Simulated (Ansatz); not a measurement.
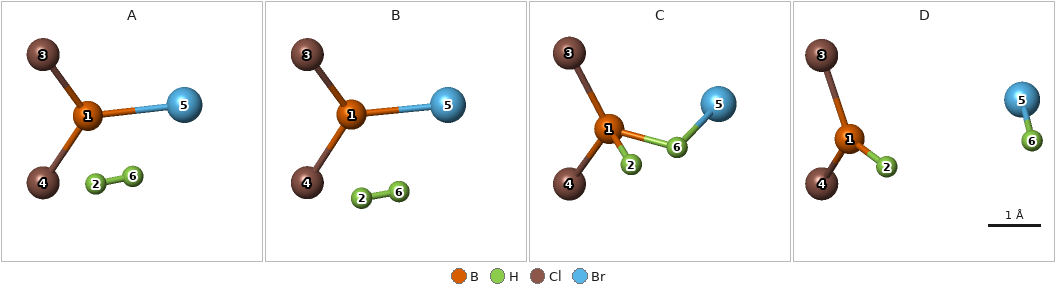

4 geometries from a converged minimum-energy path of BH2BrCl2, made up of BHCl$_{2}$ and HBr, shuffled. Style: ball-and-stick. Shown at a tilt.

These are results of Ansatz 0.2.0, RKS PBE/def2-SVP, not measurements. Run with 7 movable images; climbing image; force threshold 0.05 eV/Å; iteration limit 60; starting path through a guess of the saddle point.

**One of them is the converged climbing image. Which?**

C. In order along the path, whose images run from 0 to 8: D (image 0, 0.0 kJ/mol), C (image 4, +62.7 kJ/mol), A (image 6, −27.7 kJ/mol), B (image 7, −43.9 kJ/mol). Breaking: B1–H2 (1.21 → 1.31 at the top → 3.42 Å), Br5–H6 (1.44 → 1.71 at the top → 3.62 Å). Forming: B1–Br5 (3.64 → 2.31 at the top → 1.92 Å), H2–H6 (2.98 → 1.07 at the top → 0.77 Å).

Limits of the set-up: the start holds two separate molecules, 3.0 Å apart at their closest, whose relative position is a soft coordinate and is computed without a dispersion correction.

Cost: 4 min on 2 threads of Arm Neoverse V2, with other jobs on the host, peak memory 0.13 GiB.
